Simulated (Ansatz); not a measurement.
# Lattice dynamics of (BAs)3(BeS)1 [001] superlattice, started as zinc blende, part 2 of 2

Wanted: phonon frequencies of (BAs)3(BeS)1 [001] superlattice, started as zinc blende and what follows from them.

Ansatz 0.2.0; DFT PBEsol, scalar-relativistic, plane waves, PAW.

So far: Set-up; Coarse relaxation; Bringing the structure to rest. The relaxed cell has a, b, c = 3.376, 3.379, 9.621 Å (conventional setting).

The structure was built from a prototype and need not be the compound's stable phase.

## 4. Relaxing to small forces for the phonons

Phonons need a cell at rest on their own settings, so the relaxation is repeated with tight tolerances on forces and stress on the k mesh and occupations of the first response run.

Contents of input.yaml:

```yaml
crystal:
  lattice:
    - [2.3870690505, 2.3870690505, 0.0]
    - [-2.389600306, 2.389600306, 0.0]
    - [0.0, 0.0, 9.6213136991]
  atoms:
    - { symbol: As, position: [0.5, 0.0, 0.1242550283] }
    - { symbol: As, position: [0.0, 0.5, 0.3716264842] }
    - { symbol: As, position: [0.5, 0.0, 0.6182848446] }
    - { symbol: B, position: [0.0, 0.0, 0.0010568353] }
    - { symbol: B, position: [0.5, 0.5, 0.2473435784] }
    - { symbol: B, position: [0.0, 0.0, 0.4954499869] }
    - { symbol: Be, position: [0.5, 0.5, 0.755881965] }
    - { symbol: S, position: [0.0, 0.5, 0.8861012773] }
kpoints:
  mp_grid: { grid: [12, 12, 4] }
hamiltonian:
  xc: pbesol
scf:
  occupations: { method: methfessel_paxton, width: 0.2 }
output:
  forces: true
  stress: true
  eigenvalues: true
  write_density: true
  write_potential: true
  elf: true
  volumetric_format: npy
relax:
  adjacent_minimum: "off"
  f_tol: 0.001
  max_steps: 60
  cell: { stress_tol: 0.01 }
```

Run with:

```bash
$ ansatz run input.yaml --threads 8 --pin off --max-ram 14336MiB --backend cpu --events-out ev --progress --plain --runs-dir out
```

Numbers of over 12 decimals in the logs are rounded to 6 here.

The log of the run:

```text
[...]
Crystal: 8 atoms, lattice volume = 109.763 Å³
Basis set: ecut = 420 eV, 2121 PW (Γ), exchange–correlation on 48×48×144 points (8 copies of the dense FFT grid, shifted against one another)
Bands: 39, of which v1, the nominal top of the filled ones, is band 31 counted from 1 (30 counted from 0)
Symmetry: 4 space group operations
[...]
- [-2.389881, 2.389881, 0]
    - [-1.628525592194076e-19, 0, 9.620007]
  atoms:
    - { symbol: As, position: [0.5, 0, 0.124295] }
    - { symbol: As, position: [0, 0.500000, 0.371679] }
    - { symbol: As, position: [0.5, 0, 0.618337] }
    - { symbol: B, position: [0, 0, 0.00115475] }
    - { symbol: B, position: [0.500000, 0.5, 0.247375] }
    - { symbol: B, position: [0, 0, 0.495454] }
    - { symbol: Be, position: [0.500000, 0.5, 0.755709] }
    - { symbol: S, position: [0, 0.500000, 0.885996] }
[key lines of the parts left out:]
SCF converged after 8 iterations
Free energy (F): -15873.348192 eV
Fermi energy:    10.599664 eV
P = ⅓ Tr σ = -0.0007 GPa (-0.007 kbar)
```

It took 25 s on 8 threads of Intel Xeon Platinum 8488C (Sapphire Rapids), shared host; peak memory 0.93 GiB; 3.2 min of CPU time.

Little changed from the start: no atom moved by 0.005 Å and no cell edge by 0.1 %.

This step gave:

```
pressure : -7.08e-4 GPa
```

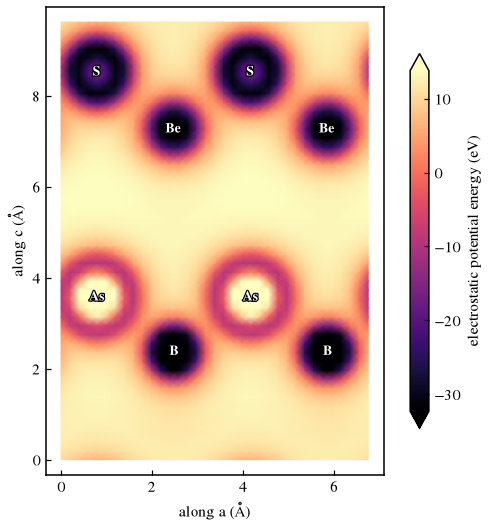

Electrostatic potential energy in the ac plane at fractional y = 0.500, with atoms of As and B and Be and S within 0.2 Å of it. With pseudopotentials it is smooth inside the atoms' cores, unlike the true potential. The map starts off the cell's origin, so that atoms lie inside it.

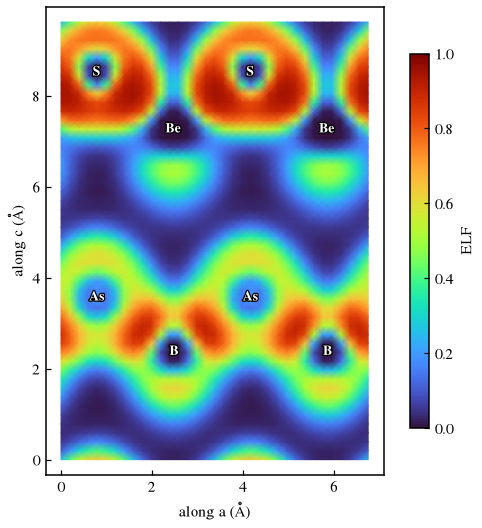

ELF in the ac plane at fractional y = 0.500, with atoms of As and B and Be and S within 0.2 Å of it. It is the smooth field of the valence electrons, not physical close to the nuclei. The map starts off the cell's origin, so that atoms lie inside it.

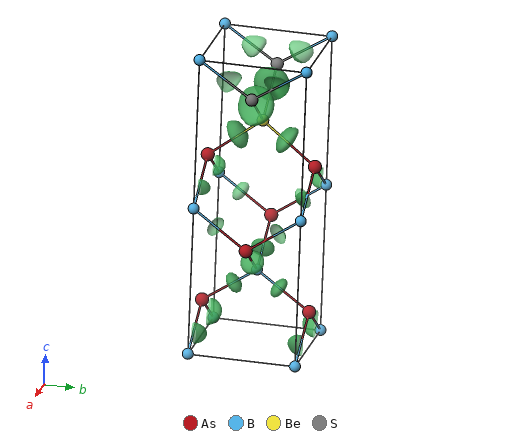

Surface of ELF = 0.85.

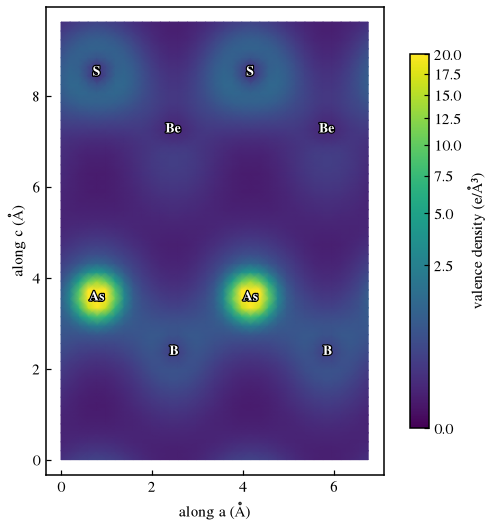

Valence density in the ac plane at fractional y = 0.500, with atoms of As and B and Be and S within 0.2 Å of it. It is the smooth field of the valence electrons, not physical close to the nuclei. The map starts off the cell's origin, so that atoms lie inside it. The colour scale is stretched toward low values.

The largest force component left is 0.63 meV/Å and the pressure is -0.001 GPa, within the tolerances set. The cell now holds 13.72 Å³/atom.

## 5. Linear response at the zone centre

The zone centre is the only wavevector solved here; it holds the modes that light can see, as far as symmetry allows. No field response is asked, since the mesh shows no gap.

Contents of input.yaml:

```yaml
crystal:
  lattice:
    - [2.3872778115, 2.3872778115, 0.0]
    - [-2.3898812861, 2.3898812861, 0.0]
    - [0.0, 0.0, 9.6200070106]
  atoms:
    - { symbol: As, position: [0.5, 0.0, 0.1242945864] }
    - { symbol: As, position: [0.0, 0.5, 0.3716788933] }
    - { symbol: As, position: [0.5, 0.0, 0.6183371912] }
    - { symbol: B, position: [0.0, 0.0, 0.0011547537] }
    - { symbol: B, position: [0.5, 0.5, 0.2473750137] }
    - { symbol: B, position: [0.0, 0.0, 0.4954544438] }
    - { symbol: Be, position: [0.5, 0.5, 0.7557086567] }
    - { symbol: S, position: [0.0, 0.5, 0.8859964613] }
kpoints:
  mp_grid: { grid: [12, 12, 4] }
hamiltonian:
  xc: pbesol
scf:
  occupations: { method: methfessel_paxton, width: 0.2 }
output:
  eigenvalues: true
phonons:
  method: dfpt
```

The log of the run:

```text
zone centre: on kpoints.mp_grid the ground state, and the responses unless they are solved on pairs of k-points, stand on 222 of the mesh's 576 k-points, reduced under 2 symmetry operations, with k and −k counted as one. Each operation leaves every solved displacement unchanged or reverses it
[...]
Crystal: 8 atoms, lattice volume = 109.770 Å³
Basis set: ecut = 420 eV, 2121 PW (Γ), exchange–correlation on 48×48×144 points (8 copies of the dense FFT grid, shifted against one another)
Bands: 39, of which v1, the nominal top of the filled ones, is band 31 counted from 1 (30 counted from 0)
Symmetry: 4 space group operations
k-points: 222 of 576 (irreducible under 2 space group operations, time reversal used)
[...]
SCF iter   1: F=—  HF=-15873.385040 eV  |F-HF|=—  |Δ(HF+E_count)|=         —  Δρ=6.26e-3  dr2=1.99e-1  ethr=1.77e-3  ⟨swp⟩=6.4  Hψ=35795  notcnv=0
[...]
SCF iter  15: F=-15873.348192 eV  HF=-15873.348192 eV  |F-HF|=9.09e-12  |Δ(HF+E_count)|=    0.00e0  S|Δr|=    0.00e0  Δρ=4.63e-8  dr2=8.36e-12  ethr=1.00e-12  ⟨swp⟩=9.8  Hψ=43869  notcnv=0
SCF 1 converged in 15 iterations: F = -15873.348192 eV  dr2 = 8.36e-12
[...]
DFPT response loops at Γ: preconditioner auto → Kerker (q_TF=auto, 2.481 Å⁻¹) (partly filled bands, converged f_vac=0.000); β = 1.00, the filter's whole step (`scf.mixing.beta` (0.50) is not read by the response loops under this deck's `scf.mixing.preconditioner`; to damp them name `kerker` or `kerker_dos`, under which they read `scf.mixing.beta`, and type it under 1.00, their step now; both keys bind the ground state too); Broyden in place of MSR1
SCF converged after 15 iterations
[...]
Free energy (F): -15873.348192 eV
[...]
Internal energy: -15873.346168 eV  (E = F + TS)
E sigma→0 (E₀):  -15873.347686 eV
Entropy (-TS):   -0.002024 eV (-0.253 meV/atom)
Fermi energy:    10.599664 eV
[...]
--- Band table (eV; the first three rows and the last of 222) ---
  k-point 0: bands = [... 27 lower, 8.0083, 9.7294, 9.7766, 10.1957, 10.8446, 11.1518, 11.8010, 12.1114, ... 4 higher]
  k-point 1: bands = [... 27 lower, 8.1618, 9.3288, 9.4743, 10.3078, 10.5155, 11.1027, 11.8853, 12.2407, ... 4 higher]
  k-point 2: bands = [... 27 lower, 8.3441, 8.7279, 9.1338, 10.2265, 10.3596, 11.0579, 11.9592, 12.5011, ... 4 higher]
  k-point 221: bands = [... 27 lower, 5.4922, 5.6479, 6.3793, 6.4395, 12.3368, 12.4276, 12.5064, 12.8033, ... 4 higher]
--- Phonons (Γ-DFPT): 16 representative perturbations + reference, on 222 of 576 k-points (Σ response iterations 52) ---
  k mesh reduced under 2 symmetry operations, with k and −k counted as one. Each operation leaves every solved displacement unchanged or reverses it
  ASR residual: 5.669e-5 → 0.000e0 eV/Å²; symmetrization residual: 1.185e-6 eV/Å²
  ASR residual per site (eV/Å²): 1.63e-5 8.58e-6 1.74e-5 9.78e-6 4.34e-6 4.31e-6 5.67e-5 4.09e-5
  Γ frequencies (cm⁻¹): 0.00 0.00 0.00 109.60 132.20 154.25 165.30 194.35 203.78 211.57 244.73 321.23 425.56 533.86 589.71 613.74 630.29 630.87 644.11 657.14 678.25 683.09 687.02 708.71
  non-analytic LO–TO correction: not included (Born effective charges unavailable; polar crystals: no LO–TO splitting at Γ)
```

Wall time 2.4 min (8 threads); peak memory 3.4 GiB; 17 min of CPU time.

The column dr2 measures how far the density is from self-consistency, as an energy; F and HF (Harris–Foulkes) agree once it is small.

This step gave:

```yaml
sum_rule_residual_before_enforcement: 5.67e-5 eV/Å²
point_group: mm2
highest_optical_mode_at_the_zone_centre_no_lo_to_term: 708.7 cm⁻¹
lowest_optical_zone_centre_mode: 109.6 cm⁻¹
```

Patterns of degenerate modes are one choice out of their space. Modes at Γ, with each element's share of the kinetic energy:

```
mode  frequency (cm⁻¹)  symmetry  As %  B %  Be %  S %
   1               0.0  acoustic    75   11     3   11
   2               0.0  acoustic    75   11     3   11
   3               0.0  acoustic    75   11     3   11
   4             109.6        B2    86    7     5    2
   5             132.2        B1    83   10     0    6
   6             154.2        B2    79   10     1   10
   7             165.3        B1    70    7     5   17
   8             194.3        B1    41    3    13   44
   9             203.8        A1    85    7     0    8
  10             211.6        B2    28   14     0   57
  11             244.7        A1    60    4     6   31
  12             321.2        A1    60    0     3   37
  13             425.6        B2     2   78     1   19
  14             533.9        B1     1    4    76   19
  15             589.7        A1     4    8    82    6
  16             613.7        B2     9   85     5    0
  17             630.3        B1     8   91     1    0
  18             630.9        B2     8   11    80    1
  19             644.1        B1    10   90     0    1
  20             657.1        B2    12   84     5    0
  21             678.2        A1    10   88     0    3
  22             683.1        B1    11   85     2    2
  23             687.0        A1     4   86     6    5
  24             708.7        A1     2   97     0    1
```

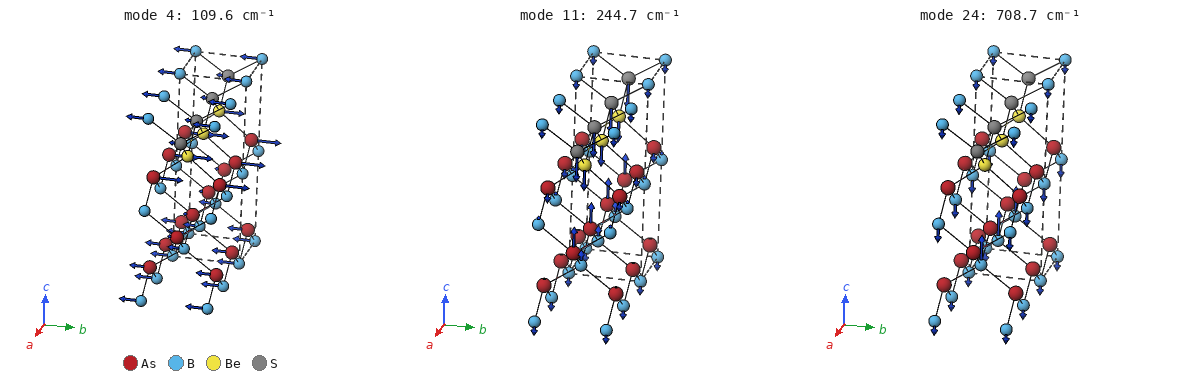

Displacement patterns of modes 4, 11 and 24 at Γ; arrows are exaggerated. 3×1×1 cells are drawn. Some periodic images of atoms are drawn too.

Before it was imposed, the acoustic sum rule was missed by 5.7e-5 eV/Å². Small misses are needed for a sound result but don't prove that mesh and cutoff are converged. The lowest optical mode is real, 110 cm⁻¹.

## 6. Isotope substitution, element B, natural mass 10.81 amu

An isotope changes the mass and not the force constants, so no new electronic calculation is needed; the shifts show which modes move this element.

The same force constants with the mass of B changed from 10.810 to 10.013 u (phonopy, no LO-TO term). Both lists are sorted by frequency; levels can cross, so a row need not hold one and the same mode. Modes under 3 cm⁻¹ are left out. Isotope shifts, by row:

```
    q  rank  natural mass (cm⁻¹)  changed mass (cm⁻¹)
0 0 0     4                109.6                109.9
0 0 0     5                132.2                132.7
0 0 0     6                154.2                154.8
0 0 0     7                165.3                165.7
0 0 0     8                194.3                194.5
0 0 0     9                203.8                204.3
0 0 0    10                211.6                212.7
0 0 0    11                244.7                245.1
0 0 0    12                321.2                321.2
0 0 0    13                425.6                438.6
0 0 0    14                533.9                534.6
0 0 0    15                589.7                591.2
0 0 0    16                613.7                628.5
0 0 0    17                630.3                638.7
0 0 0    18                630.9                652.7
0 0 0    19                644.1                666.7
0 0 0    20                657.1                679.2
0 0 0    21                678.2                701.5
0 0 0    22                683.1                705.9
0 0 0    23                  687                710.4
0 0 0    24                708.7                735.6
```

A mode of this element alone would shift by +3.90 %. The highest zone-centre frequency without the field goes from 708.7 to 735.6 cm⁻¹ (+3.8 %). The product of the frequency ratios over all optical modes at Γ is 1.395; the product rule, (m/m′)^(3k/2) (M′/M)^(3/2) with k = 3 such atoms and M the mass of the cell, gives 1.395.

## 7. Isotope substitution, element S, natural mass 32.06 amu

The same for S, from 32.06 to 33.97 u.

The same force constants with the mass of S changed from 32.060 to 33.968 u (phonopy, no LO-TO term). Both lists are sorted by frequency; levels can cross, so a row need not hold one and the same mode. Modes under 3 cm⁻¹ are left out. Isotope shifts, by row:

```
    q  rank  natural mass (cm⁻¹)  changed mass (cm⁻¹)
0 0 0     4                109.6                109.5
0 0 0     5                132.2                131.9
0 0 0     6                154.2                153.8
0 0 0     7                165.3                164.4
0 0 0     8                194.3                  192
0 0 0     9                203.8                203.3
0 0 0    10                211.6                208.1
0 0 0    11                244.7                242.5
0 0 0    12                321.2                317.9
0 0 0    13                425.6                423.3
0 0 0    14                533.9                  531
0 0 0    15                589.7                588.8
0 0 0    16                613.7                613.7
0 0 0    17                630.3                630.2
0 0 0    18                630.9                630.7
0 0 0    19                644.1                  644
0 0 0    20                657.1                657.1
0 0 0    21                678.2                677.7
0 0 0    22                683.1                682.7
0 0 0    23                  687                686.1
0 0 0    24                708.7                708.6
```

A mode of this element alone would shift by -2.85 %. The highest zone-centre frequency without the field goes from 708.7 to 708.6 cm⁻¹ (-0.0 %). The product of the frequency ratios over all optical modes at Γ is 0.926; the product rule, (m/m′)^(3k/2) (M′/M)^(3/2) with k = 1 such atoms and M the mass of the cell, gives 0.926.

## 8. Results

| Item | Value |
| --- | --- |
| space group after relaxation (within 0.01 Å) | Pmm2 |
| volume per atom | 13.7 Å³ |
| electronic character | no gap on this mesh |
| highest optical mode at the zone centre (no LO-TO term) | 709 cm⁻¹ |
| lowest optical zone-centre mode | 110 cm⁻¹ |
| imaginary modes at Γ (the only wavevector solved) | none |

What this shows: The structure is stable against zone-centre distortions, since no mode there is imaginary; other wavevectors were not solved, so zone-boundary instabilities are untested. The optical modes at Γ span 110 to 709 cm⁻¹. No dispersion was computed. The highest mode in this list at Γ, 708.7 cm⁻¹, is mostly motion of B (97 % of the kinetic energy). With no gap, or one that is small against the smearing, the frequencies hang on the k mesh and the smearing, most of all near Kohn anomalies. A semilocal functional can close a gap that the real compound would have, so the metallic treatment may be an artefact of the level. The starting cell was built on a prototype and not taken from a measurement, so the phase need not exist. These are harmonic frequencies at zero temperature: anharmonic shifts, linewidths and thermal expansion are left out.

[Logs are printed without paths, hosts, clocks, repeated set-up lines and the standing remarks that a program may print on its own settings, such as how far it seeks lower states.]

[Hosts, paths, dates, database ids (printed as entryN), source tags and the programs' standing remarks are cut or masked in the printed files.]
